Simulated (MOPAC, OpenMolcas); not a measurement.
**A ladder of methods for AlHCl2 (SMILES [H][Al]([Cl])[Cl])**

AlHCl2 has 4 atoms, charge 0, and is taken as a singlet. SMILES: `[H][Al]([Cl])[Cl]`. The shape comes from GFN2-xTB, which is rough for such elements, and wasn't checked as a minimum.

Each level gives the HOMO–LUMO gap (eV). The values are calculated.

| level | kind | program | value (eV) |
| --- | --- | --- | --- |
| MNDO | semi-empirical | MOPAC | 10.72 |
| HF/STO-3G | Hartree–Fock | OpenMolcas | 17.41 |
| SVWN5/STO-3G | LDA | OpenMolcas | 7.00 |
| PBE/STO-3G | GGA | OpenMolcas | 7.24 |
| r2SCAN/STO-3G | meta-GGA | OpenMolcas | 8.00 |
| B3LYP/STO-3G | global hybrid | OpenMolcas | 9.19 |
| PBE0/STO-3G | global hybrid | OpenMolcas | 9.76 |
| B2PLYP/STO-3G | double hybrid | OpenMolcas | 12.54 |

The values span 7.00 to 17.41 eV. All rows use very small basis sets, so even the best lies far from the true value. Orbital gaps aren't excitation energies, and those of double hybrids come from the SCF part alone; they tend to grow with the share of exact exchange.

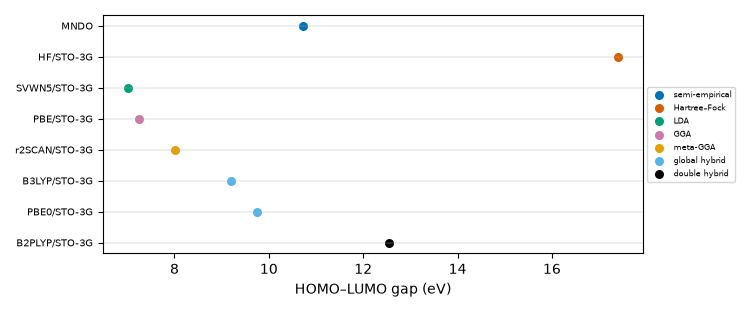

The values of the table, level by level.
